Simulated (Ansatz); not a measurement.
## Electronic structure of CH6AlN in real space

```xyz
9

N    -0.7285    0.2661   -0.4771
C     0.7818    0.4523   -0.3906
Al    0.1499   -0.7946    0.9720
H    -1.0405   -0.1425   -1.3468
H    -1.2547    1.1103   -0.3008
H     1.0258    1.4909   -0.1821
H     1.2579    0.1310   -1.3135
H     0.1308   -2.3440    0.6209
H    -0.2339   -0.2158    2.4008
```

Geometry: PBE0-D4/def2-TZVP.

Computed with RKS PBE0-D4/def2-TZVPP in Ansatz 0.2.0.

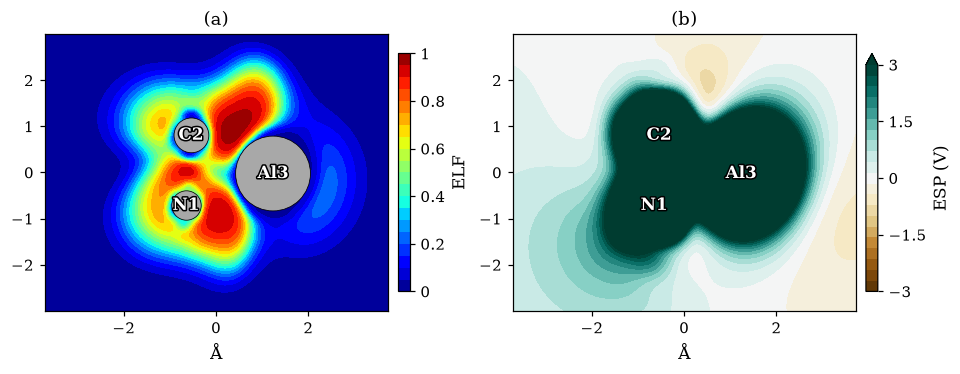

Figure 1. (a) ELF; (b) electrostatic potential on the plane of atoms N1, C2 and Al3. Grey discs cover the atomic cores in the ELF map.

What does the map show?

Answer.
- Atoms in the plane: N, C and Al.
- C–N (1.52 Å): the ELF peaks at about 0.90 between the atoms: a shared electron pair.
- C–Al (1.95 Å): the ELF peaks at about 0.90 in the valence shell of C, 0.7 Å from its nucleus, and is about 0.75 at the midpoint.
- Al–N (2.00 Å): the ELF peaks at about 0.90 in the valence shell of N, 0.6 Å from its nucleus, and is about 0.50 at the midpoint.
- Outside the dense part of the molecule the potential is most negative (−0.8 V) near C2.

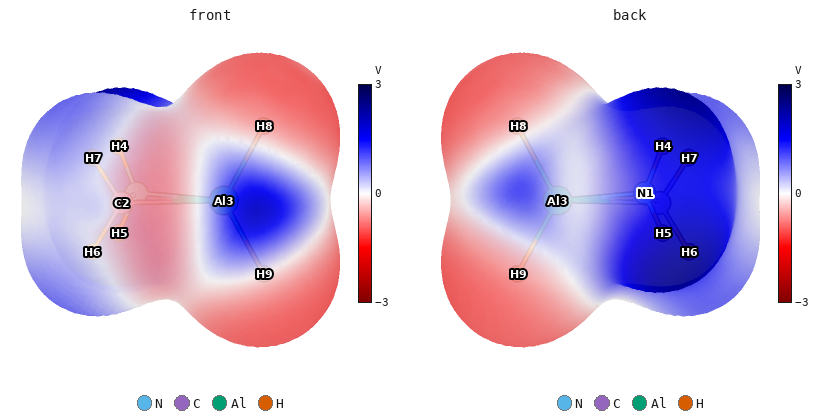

Figure 2. The electrostatic potential painted on the density surface at 0.002 e/bohr³, seen from the front and from behind; the colour scale runs from red (negative) to blue (positive).

Describe the electrostatic potential map.

Answer. The most negative region (about −0.9 V) lies over H8 and H9, the most positive (about +2.4 V) over H4 and H5.

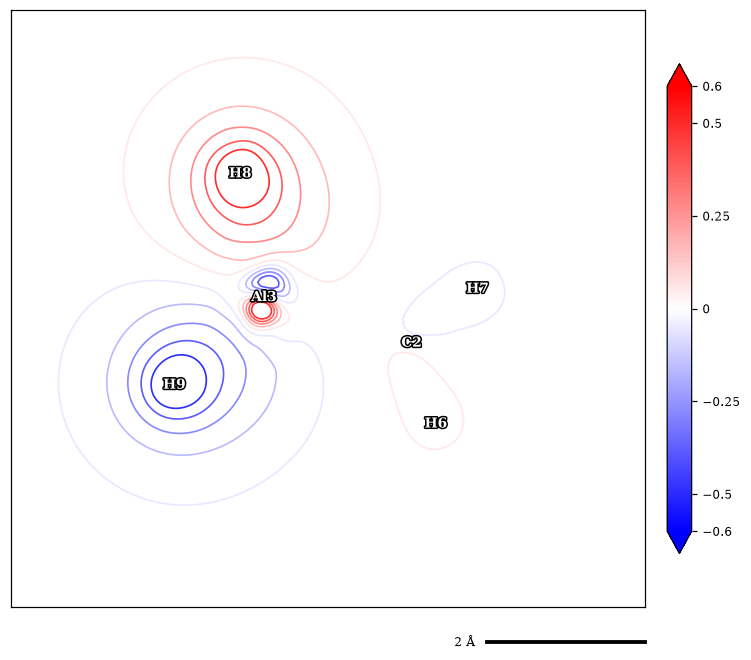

Figure 3. The HOMO−1 on the plane of atoms C2, Al3 and H8 (values in Å⁻³ᐟ²; the overall sign is arbitrary).

What is the character of this orbital?

Answer. Its weight (Hirshfeld) is mainly on Al3 (about 35 %), H8 (about 30 %) and H9 (about 30 %). Its energy is −7.77 eV.
